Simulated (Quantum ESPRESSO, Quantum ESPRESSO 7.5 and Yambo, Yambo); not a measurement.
# BP (F-43m): G0W0 with Yambo, start to end

Aim: the G0W0 gap of BP (F-43m) on PBE, step by step.

Calculated with Quantum ESPRESSO 7.5 and Yambo 5.3.0; PBE and many-body steps on it, plane waves.

**1. Set-up**

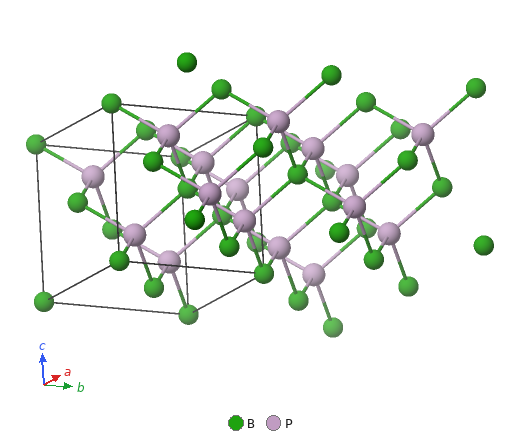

The starting structure, seen from a free direction (boron green, phosphorus pink). 2×2×1 cells are drawn. This picture shows the conventional cell, with its axes. Bonds to atoms that aren't drawn are left out. Some periodic images of atoms are drawn too.

The cell and positions come from the Crystallography Open Database and are kept as given unless a step says otherwise.

**2. Ground state**

This step: Quantum ESPRESSO 7.5; DFT, PBE, plane waves, norm-conserving pseudopotentials.

The ground-state density comes first.

File pw.in:

```
&control
  calculation = 'scf'
  prefix = 'x'
  outdir = 'o'
  pseudo_dir = 'pseudo'
/
&system
  ibrav = 0
  nat = 2
  ntyp = 2
  ecutwfc = 68.0
  nbnd = 9
  force_symmorphic = .true.
/
&electrons
  conv_thr = 1e-10
  electron_maxstep = 80
  mixing_beta = 0.5
/
ATOMIC_SPECIES
  B 10.81 B.upf
  P 30.974 P.upf
CELL_PARAMETERS angstrom
  0.0000000000 2.2690000000 2.2690000000
  2.2690000000 0.0000000000 2.2690000000
  2.2690000000 2.2690000000 0.0000000000
ATOMIC_POSITIONS crystal
  B 0.0000000000 0.0000000000 0.0000000000
  P 0.2500000000 0.2500000000 0.2500000000
K_POINTS automatic
  8 8 8 0 0 0
```

Launch:

```sh
$ OMP_NUM_THREADS=1 mpirun -n 4 pw.x -nk 4 -in pw.in > pw.out
```

Output:

```text
Program PWSCF v.7.5 starts

     This program is part of the open-source Quantum ESPRESSO suite
     for quantum simulation of materials; please cite
         "P. Giannozzi et al., J. Phys.:Condens. Matter 21 395502 (2009);
         "P. Giannozzi et al., J. Phys.:Condens. Matter 29 465901 (2017);
         "P. Giannozzi et al., J. Chem. Phys. 152 154105 (2020);
     in publications or presentations arising from this work. More details at
     Message from routine setup:
     using ibrav=0 with symmetry is DISCOURAGED, use correct ibrav instead

     G-vector sticks info

     bravais-lattice index     =            0
     lattice parameter (alat)  =       6.0638  a.u.
     unit-cell volume          =     157.6631 (a.u.)^3
     number of atoms/cell      =            2
     number of atomic types    =            2
     number of electrons       =         8.00
     number of Kohn-Sham states=            9
     kinetic-energy cutoff     =      68.0000  Ry
     charge density cutoff     =     272.0000  Ry
     scf convergence threshold =      1.0E-10
     mixing beta               =       0.5000
     number of iterations used =            8  plain     mixing
     Exchange-correlation= PBE
                           (   1   4   3   4   0   0   0)

     celldm(1)=   6.063849  celldm(2)=   0.000000  celldm(3)=   0.000000
     celldm(4)=   0.000000  celldm(5)=   0.000000  celldm(6)=   0.000000

     crystal axes: (cart. coord. in units of alat)
               a(1) = (   0.000000   0.707107   0.707107 )
               a(2) = (   0.707107   0.000000   0.707107 )
               a(3) = (   0.707107   0.707107   0.000000 )

     reciprocal axes: (cart. coord. in units 2 pi/alat)
               b(1) = ( -0.707107  0.707107  0.707107 )
               b(2) = (  0.707107 -0.707107  0.707107 )
               b(3) = (  0.707107  0.707107 -0.707107 )
     Pseudo is Norm-conserving + core correction, Zval =  3.0
     Generated using ONCVPSP code by D. R. Hamann
     Using radial grid of 1534 points,  4 beta functions with:
     Pseudo is Norm-conserving + core correction, Zval =  5.0
     Generated using ONCVPSP code by D. R. Hamann
     Using radial grid of 1298 points,  6 beta functions with:
     B                 3.00    10.81000     B ( 1.00)
     P                 5.00    30.97400     P ( 1.00)

     24 Sym. Ops. (no inversion) found

   Cartesian axes

     site n.     atom                  positions (alat units)
         1        B      tau(   1) = (   0.0000000   0.0000000   0.0000000  )
         2        P      tau(   2) = (   0.3535534   0.3535534   0.3535534  )

     number of k points=    29
                       cart. coord. in units 2pi/alat
        k(    1) = (   0.0000000   0.0000000   0.0000000), wk =   0.0039062
        k(    2) = (   0.0883883   0.0883883  -0.0883883), wk =   0.0312500
        k(    3) = (   0.1767767   0.1767767  -0.1767767), wk =   0.0312500
        k(    4) = (   0.2651650   0.2651650  -0.2651650), wk =   0.0312500
        k(    5) = (  -0.3535534  -0.3535534   0.3535534), wk =   0.0156250
        k(    6) = (   0.1767767   0.0000000   0.0000000), wk =   0.0234375
        k(    7) = (   0.2651650   0.0883883  -0.0883883), wk =   0.0937500
        k(    8) = (   0.3535534   0.1767767  -0.1767767), wk =   0.0937500
        k(    9) = (  -0.2651650  -0.4419417   0.4419417), wk =   0.0937500
        k(   10) = (  -0.1767767  -0.3535534   0.3535534), wk =   0.0937500
     [... 17 further rows ...]
        k(   28) = (  -0.7071068   0.1767767  -0.0000000), wk =   0.0468750
        k(   29) = (  -0.7071068   0.3535534   0.0000000), wk =   0.0234375

     Dense  grid:    11935 G-vectors     FFT dimensions: (  32,  32,  32)

     Initial potential from superposition of free atoms

     starting charge       7.9996, renormalised to       8.0000
     Starting wfcs are    8 randomized atomic wfcs +    1 random wfcs

     per-process dynamical memory:    12.6 Mb

     Self-consistent Calculation

     iteration #  1     ecut=    68.00 Ry     beta= 0.50

     total energy              =     -19.77114222 Ry
     estimated scf accuracy    <       0.15770016 Ry

     iteration #  2     ecut=    68.00 Ry     beta= 0.50

     total energy              =     -19.79268531 Ry
     estimated scf accuracy    <       0.01086019 Ry

     iteration #  3     ecut=    68.00 Ry     beta= 0.50

     total energy              =     -19.79331022 Ry
     estimated scf accuracy    <       0.00186359 Ry

     iteration #  4     ecut=    68.00 Ry     beta= 0.50

     total energy              =     -19.79346775 Ry
     estimated scf accuracy    <       0.00003488 Ry

     iteration #  5     ecut=    68.00 Ry     beta= 0.50

     total energy              =     -19.79347979 Ry
     estimated scf accuracy    <       0.00000918 Ry

     iteration #  6     ecut=    68.00 Ry     beta= 0.50

     total energy              =     -19.79348110 Ry
     estimated scf accuracy    <       0.00000002 Ry

     iteration #  7     ecut=    68.00 Ry     beta= 0.50

     total energy              =     -19.79348116 Ry
     estimated scf accuracy    <       0.00000001 Ry

     iteration #  8     ecut=    68.00 Ry     beta= 0.50

     total energy              =     -19.79348116 Ry
     estimated scf accuracy    <          3.1E-10 Ry

     iteration #  9     ecut=    68.00 Ry     beta= 0.50

     End of self-consistent calculation

          k = 0.0000 0.0000 0.0000 (  1459 PWs)   bands (ev):

    -6.2179   9.2413   9.2413   9.2413  12.6481  12.6481  12.6481  16.5991
    20.7643

          k = 0.0884 0.0884-0.0884 (  1462 PWs)   bands (ev):

    -5.9368   7.3894   8.8139   8.8139  13.1769  13.2379  13.2379  17.3901
    20.4104

          k = 0.1768 0.1768-0.1768 (  1477 PWs)   bands (ev):

    -5.1124   4.3986   8.1252   8.1252  13.2405  14.0061  14.0061  18.8438
    20.1611

          k = 0.2652 0.2652-0.2652 (  1483 PWs)   bands (ev):

     [... further k-points ...]

     highest occupied, lowest unoccupied level (ev):     9.2413   10.5218

!    total energy              =     -19.79348116 Ry
     estimated scf accuracy    <          6.7E-12 Ry

     The total energy is the sum of the following terms:
     one-electron contribution =       6.57260983 Ry
     hartree contribution      =       1.26167595 Ry
     xc contribution           =      -6.64452740 Ry
     ewald contribution        =     -20.98323954 Ry

     convergence has been achieved in   9 iterations

     XML data file, charge density, pseudopotentials, collected wavefunctions

=------------------------------------------------------------------------------=
   JOB DONE.
=------------------------------------------------------------------------------=
```

Run time: 1.8 s. Hardware: 4 MPI ranks of Arm Neoverse V2, shared host; peak memory 0.05 GiB; 6.8 s of CPU time.

Numbers from this step:

```
total energy               : -269.3040 eV
gap                        : 1.281 eV
k of the valence top       : 0, 0, 0
k of the conduction bottom : 0, 0.375, 0.375
least direct gap           : 3.407 eV
```

The gap is indirect, with the least direct gap 2.13 eV higher.

**3. Bands along the symmetry lines**

The cheap functional maps the bands first; the places of the edges decide which points the dearer methods must see.

File pw.in:

```
&control
  calculation = 'bands'
  prefix = 'x'
  outdir = 'o'
  pseudo_dir = 'pseudo'
/
&system
  ibrav = 0
  nat = 2
  ntyp = 2
  ecutwfc = 68.0
  nbnd = 10
  force_symmorphic = .true.
/
&electrons
  conv_thr = 1e-9
  electron_maxstep = 80
  diago_full_acc = .true.
  diago_thr_init = 5e-6
/
ATOMIC_SPECIES
  B 10.81 B.upf
  P 30.974 P.upf
CELL_PARAMETERS angstrom
  0.0000000000 2.2690000000 2.2690000000
  2.2690000000 0.0000000000 2.2690000000
  2.2690000000 2.2690000000 0.0000000000
ATOMIC_POSITIONS crystal
  B 0.0000000000 0.0000000000 0.0000000000
  P 0.2500000000 0.2500000000 0.2500000000
K_POINTS crystal
  50
  0.00000000 0.00000000 0.00000000 1
  -0.06250000 -0.06250000 0.00000000 1
  -0.12500000 -0.12500000 0.00000000 1
  -0.18750000 -0.18750000 0.00000000 1
  -0.25000000 -0.25000000 0.00000000 1
  -0.31250000 -0.31250000 0.00000000 1
  -0.37500000 -0.37500000 0.00000000 1
  -0.43750000 -0.43750000 0.00000000 1
  -0.50000000 -0.50000000 0.00000000 1
  -0.48437500 -0.48437500 0.03125000 1
  -0.46875000 -0.46875000 0.06250000 1
  -0.45312500 -0.45312500 0.09375000 1
  -0.43750000 -0.43750000 0.12500000 1
  -0.42187500 -0.42187500 0.15625000 1
  -0.40625000 -0.40625000 0.18750000 1
  -0.39062500 -0.39062500 0.21875000 1
  -0.37500000 -0.37500000 0.25000000 1
  -0.37500000 0.00000000 0.37500000 1
  -0.32812500 0.00000000 0.32812500 1
  -0.28125000 0.00000000 0.28125000 1
  -0.23437500 0.00000000 0.23437500 1
  -0.18750000 0.00000000 0.18750000 1
  -0.14062500 0.00000000 0.14062500 1
  -0.09375000 0.00000000 0.09375000 1
  -0.04687500 0.00000000 0.04687500 1
  0.00000000 0.00000000 0.00000000 1
  0.00000000 0.00000000 0.06250000 1
  0.00000000 0.00000000 0.12500000 1
  0.00000000 0.00000000 0.18750000 1
  0.00000000 0.00000000 0.25000000 1
  0.00000000 0.00000000 0.31250000 1
  0.00000000 0.00000000 0.37500000 1
  0.00000000 0.00000000 0.43750000 1
  0.00000000 0.00000000 0.50000000 1
  -0.06250000 -0.03125000 0.46875000 1
  -0.12500000 -0.06250000 0.43750000 1
  -0.18750000 -0.09375000 0.40625000 1
  -0.25000000 -0.12500000 0.37500000 1
  -0.31250000 -0.15625000 0.34375000 1
  -0.37500000 -0.18750000 0.31250000 1
  -0.43750000 -0.21875000 0.28125000 1
  -0.50000000 -0.25000000 0.25000000 1
  -0.50000000 -0.28125000 0.21875000 1
  -0.50000000 -0.31250000 0.18750000 1
  -0.50000000 -0.34375000 0.15625000 1
  -0.50000000 -0.37500000 0.12500000 1
  -0.50000000 -0.40625000 0.09375000 1
  -0.50000000 -0.43750000 0.06250000 1
  -0.50000000 -0.46875000 0.03125000 1
  -0.50000000 -0.50000000 0.00000000 1
```

Output:

```text
[banner, memory and clock lines left out]
Program PWSCF v.7.5 starts

     Atomic positions and unit cell read from directory:
     o/x.save/

     Message from routine setup:
     using ibrav=0 with symmetry is DISCOURAGED, use correct ibrav instead

     G-vector sticks info

     bravais-lattice index     =            0
     lattice parameter (alat)  =       6.0638  a.u.
     unit-cell volume          =     157.6631 (a.u.)^3
     number of atoms/cell      =            2
     number of atomic types    =            2
     number of electrons       =         8.00
     number of Kohn-Sham states=           10
     kinetic-energy cutoff     =      68.0000  Ry
     charge density cutoff     =     272.0000  Ry
     Exchange-correlation= PBE
                           (   1   4   3   4   0   0   0)

     celldm(1)=   6.063849  celldm(2)=   0.000000  celldm(3)=   0.000000
     celldm(4)=   0.000000  celldm(5)=   0.000000  celldm(6)=   0.000000

     crystal axes: (cart. coord. in units of alat)
               a(1) = (   0.000000   0.707107   0.707107 )
               a(2) = (   0.707107   0.000000   0.707107 )
               a(3) = (   0.707107   0.707107   0.000000 )

     reciprocal axes: (cart. coord. in units 2 pi/alat)
               b(1) = ( -0.707107  0.707107  0.707107 )
               b(2) = (  0.707107 -0.707107  0.707107 )
               b(3) = (  0.707107  0.707107 -0.707107 )
     Pseudo is Norm-conserving + core correction, Zval =  3.0
     Generated using ONCVPSP code by D. R. Hamann
     Using radial grid of 1534 points,  4 beta functions with:
     Pseudo is Norm-conserving + core correction, Zval =  5.0
     Generated using ONCVPSP code by D. R. Hamann
     Using radial grid of 1298 points,  6 beta functions with:
     B                 3.00    10.81000     B ( 1.00)
     P                 5.00    30.97400     P ( 1.00)

     24 Sym. Ops. (no inversion) found

   Cartesian axes

     site n.     atom                  positions (alat units)
         1        B      tau(   1) = (   0.0000000   0.0000000   0.0000000  )
         2        P      tau(   2) = (   0.3535534   0.3535534   0.3535534  )

     number of k points=    50
                       cart. coord. in units 2pi/alat
        k(    1) = (   0.0000000   0.0000000   0.0000000), wk =   0.0400000
        k(    2) = (   0.0000000   0.0000000  -0.0883883), wk =   0.0400000
        k(    3) = (   0.0000000   0.0000000  -0.1767767), wk =   0.0400000
[...]
[... 38 further rows ...]
        k(   49) = (   0.0441942  -0.0000000  -0.7071068), wk =   0.0400000
        k(   50) = (   0.0000000   0.0000000  -0.7071068), wk =   0.0400000

     Dense  grid:    11935 G-vectors     FFT dimensions: (  32,  32,  32)

     The potential is recalculated from file :
     o/x.save/charge-density

     Starting wfcs are    8 randomized atomic wfcs +    2 random wfcs

     Band Structure Calculation

     End of band structure calculation

          k = 0.0000 0.0000 0.0000 (  1459 PWs)   bands (ev):

    -6.2179   9.2413   9.2413   9.2413  12.6481  12.6481  12.6481  16.5991
    20.7644  21.2875

          k = 0.0000 0.0000-0.0884 (  1463 PWs)   bands (ev):

    -6.1239   8.8552   8.8552   8.9160  12.4613  13.1377  13.1377  16.8310
    20.4537  21.0804

          k = 0.0000 0.0000-0.1768 (  1479 PWs)   bands (ev):

    -5.8428   8.0619   8.0673   8.0673  12.0247  14.2316  14.2317  16.8414
    19.5890  21.6861

          k =-0.0000 0.0000-0.2652 (  1479 PWs)   bands (ev):

[...]
k = 0.0000 0.0000-0.3536 (  1491 PWs)   bands (ev):

[...]
k = 0.0000-0.0000-0.4419 (  1495 PWs)   bands (ev):

[...]
k =-0.0000 0.0000-0.5303 (  1504 PWs)   bands (ev):

[...]
k = 0.0000-0.0000-0.6187 (  1508 PWs)   bands (ev):

[...]
k = 0.5303-0.0000-0.5303 (  1494 PWs)   bands (ev):

[...]
k = 0.0000 0.0000 0.0000 (  1459 PWs)   bands (ev):

[...]
k = 0.1326 0.0000-0.7071 (  1510 PWs)   bands (ev):

[...]
k = 0.0884-0.0000-0.7071 (  1502 PWs)   bands (ev):

[...]
k = 0.0442-0.0000-0.7071 (  1516 PWs)   bands (ev):

    -1.3562   0.6783   5.0593   5.0629  10.7031  11.0325  21.1737  21.2770
    24.2024  25.4788

          k = 0.0000 0.0000-0.7071 (  1524 PWs)   bands (ev):

    -1.3655   0.6632   5.1277   5.1277  10.5886  10.9084  21.3078  21.3078
    24.4515  25.7231

     XML data file, pseudopotentials, collected wavefunctions
```

It took 1.5 s on 4 MPI ranks; peak memory 0.05 GiB; 5.8 s of CPU time.

Numbers from this step:

```yaml
gap: 1.260 eV
k_of_the_valence_top: 0, 0, 0
k_of_the_conduction_bottom: -0.4375, -0.4375, 0
least_direct_gap: 3.407 eV
```

The gap is 1.260 eV, −0.021 eV from the run before at this level.

Electronic bands along the path, in eV, zero at the top of the highest filled band; v1 is the highest filled band, c1 the lowest empty one:

| point | v4 | v3 | v2 | v1 | c1 | c2 | c3 | c4 |
| --- | --- | --- | --- | --- | --- | --- | --- | --- |
| Γ | -15.46 | 0.00 | 0.00 | 0.00 | 3.41 | 3.41 | 3.41 | 7.36 |
| X | -10.61 | -8.58 | -4.11 | -4.11 | 1.35 | 1.67 | 12.07 | 12.07 |
| U | -10.61 | -8.16 | -6.22 | -3.50 | 2.16 | 6.00 | 9.71 | 10.59 |
| jump to K | -10.61 | -8.16 | -6.22 | -3.50 | 2.16 | 6.00 | 9.71 | 10.59 |
| Γ | -15.46 | 0.00 | 0.00 | 0.00 | 3.41 | 3.41 | 3.41 | 7.36 |
| L | -12.14 | -9.03 | -1.76 | -1.76 | 3.78 | 4.72 | 4.72 | 10.13 |
| W | -10.33 | -8.05 | -5.67 | -5.47 | 5.33 | 6.77 | 7.23 | 7.45 |
| X | -10.61 | -8.58 | -4.11 | -4.11 | 1.35 | 1.67 | 12.07 | 12.07 |

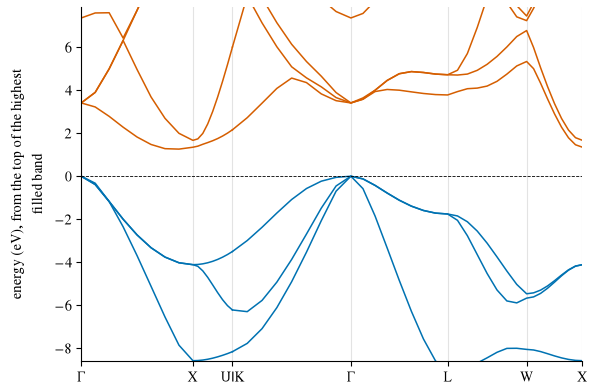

Electronic bands along the path; lines of filled and empty bands in two colours.

**4. Empty states on the mesh, 4×4×4 mesh, 57 bands**

The sums over transitions need many empty states on a uniform mesh; this step solves for them.

File pw.in:

```
&control
  calculation = 'nscf'
  prefix = 'x'
  outdir = 'o'
  pseudo_dir = 'pseudo'
/
&system
  ibrav = 0
  nat = 2
  ntyp = 2
  ecutwfc = 68.0
  nbnd = 57
  force_symmorphic = .true.
/
&electrons
  conv_thr = 1e-9
  electron_maxstep = 80
  diago_full_acc = .true.
  diago_thr_init = 5e-6
/
ATOMIC_SPECIES
  B 10.81 B.upf
  P 30.974 P.upf
CELL_PARAMETERS angstrom
  0.0000000000 2.2690000000 2.2690000000
  2.2690000000 0.0000000000 2.2690000000
  2.2690000000 2.2690000000 0.0000000000
ATOMIC_POSITIONS crystal
  B 0.0000000000 0.0000000000 0.0000000000
  P 0.2500000000 0.2500000000 0.2500000000
K_POINTS automatic
  4 4 4 0 0 0
```

Output:

```text
[banner, memory and clock lines left out]
Program PWSCF v.7.5 starts

     Atomic positions and unit cell read from directory:
     o/x.save/

     Message from routine setup:
     using ibrav=0 with symmetry is DISCOURAGED, use correct ibrav instead

     G-vector sticks info

     bravais-lattice index     =            0
     lattice parameter (alat)  =       6.0638  a.u.
     unit-cell volume          =     157.6631 (a.u.)^3
     number of atoms/cell      =            2
     number of atomic types    =            2
     number of electrons       =         8.00
     number of Kohn-Sham states=           57
     kinetic-energy cutoff     =      68.0000  Ry
     charge density cutoff     =     272.0000  Ry
     Exchange-correlation= PBE
                           (   1   4   3   4   0   0   0)

     celldm(1)=   6.063849  celldm(2)=   0.000000  celldm(3)=   0.000000
     celldm(4)=   0.000000  celldm(5)=   0.000000  celldm(6)=   0.000000

     crystal axes: (cart. coord. in units of alat)
               a(1) = (   0.000000   0.707107   0.707107 )
               a(2) = (   0.707107   0.000000   0.707107 )
               a(3) = (   0.707107   0.707107   0.000000 )

     reciprocal axes: (cart. coord. in units 2 pi/alat)
               b(1) = ( -0.707107  0.707107  0.707107 )
               b(2) = (  0.707107 -0.707107  0.707107 )
               b(3) = (  0.707107  0.707107 -0.707107 )
     Pseudo is Norm-conserving + core correction, Zval =  3.0
     Generated using ONCVPSP code by D. R. Hamann
     Using radial grid of 1534 points,  4 beta functions with:
     Pseudo is Norm-conserving + core correction, Zval =  5.0
     Generated using ONCVPSP code by D. R. Hamann
     Using radial grid of 1298 points,  6 beta functions with:
     B                 3.00    10.81000     B ( 1.00)
     P                 5.00    30.97400     P ( 1.00)

     24 Sym. Ops. (no inversion) found

   Cartesian axes

     site n.     atom                  positions (alat units)
         1        B      tau(   1) = (   0.0000000   0.0000000   0.0000000  )
         2        P      tau(   2) = (   0.3535534   0.3535534   0.3535534  )

     number of k points=     8
                       cart. coord. in units 2pi/alat
        k(    1) = (   0.0000000   0.0000000   0.0000000), wk =   0.0312500
        k(    2) = (   0.1767767   0.1767767  -0.1767767), wk =   0.2500000
        k(    3) = (  -0.3535534  -0.3535534   0.3535534), wk =   0.1250000
[...]
k(    7) = (  -0.7071068   0.0000000   0.0000000), wk =   0.0937500
        k(    8) = (  -0.7071068   0.3535534   0.0000000), wk =   0.1875000

     Dense  grid:    11935 G-vectors     FFT dimensions: (  32,  32,  32)

     The potential is recalculated from file :
     o/x.save/charge-density

     Starting wfcs are    8 randomized atomic wfcs +   49 random wfcs

     Band Structure Calculation

     End of band structure calculation

          k = 0.0000 0.0000 0.0000 (  1459 PWs)   bands (ev):

    -6.2179   9.2413   9.2413   9.2413  12.6481  12.6481  12.6481  16.5991
    20.7643  21.2875  21.2875  24.9388  24.9388  24.9388  30.7704  39.5763
    39.5763  39.5763  45.8945  45.8945  45.8945  46.8009  46.8009  52.2709
[...]
84.4077

          k = 0.1768 0.1768-0.1768 (  1477 PWs)   bands (ev):

[...]
93.0898

          k =-0.3536-0.3536 0.3536 (  1476 PWs)   bands (ev):

[...]
76.0015  76.0015  78.1053  83.3077  83.3077  83.7875  84.7716  84.7716
    85.8311  85.8311  87.3348  90.6976  90.6976  93.2884  94.4252  94.4252
    95.7198

          k = 0.3536 0.0000 0.0000 (  1491 PWs)   bands (ev):

     [... further k-points ...]

     highest occupied, lowest unoccupied level (ev):     9.2413   10.5886

     XML data file, pseudopotentials, collected wavefunctions
```

Elapsed: 1.4 s, on 4 MPI ranks; peak memory 0.05 GiB.

Numbers from this step:

```yaml
gap: 1.347 eV
k_of_the_valence_top: 0, 0, 0
k_of_the_conduction_bottom: 0, -0.5, -0.5
least_direct_gap: 3.407 eV
k_points_computed: 8
lowest_point_of_the_top_converged_band_above_the_valence_top: 75.1665 eV
```

On this mesh the gap is 1.347 eV. The earlier step found 1.281 eV, so this mesh misses an edge.

(Part 1 of 2 ends here.)

[Paths, hosts, dates, memory and timing lines, banners, echoed tables and standing remarks are left out of the program output.]

[Logs are printed without paths, hosts, clocks, repeated set-up lines and the standing remarks that a program may print on its own settings, such as how far it seeks lower states.]

[Runs of the session that timed out or met a known fault of the program may be left out.]

[Hosts, paths, dates, database ids (printed as entryN), source tags and the programs' standing remarks are cut or masked in the printed files.]
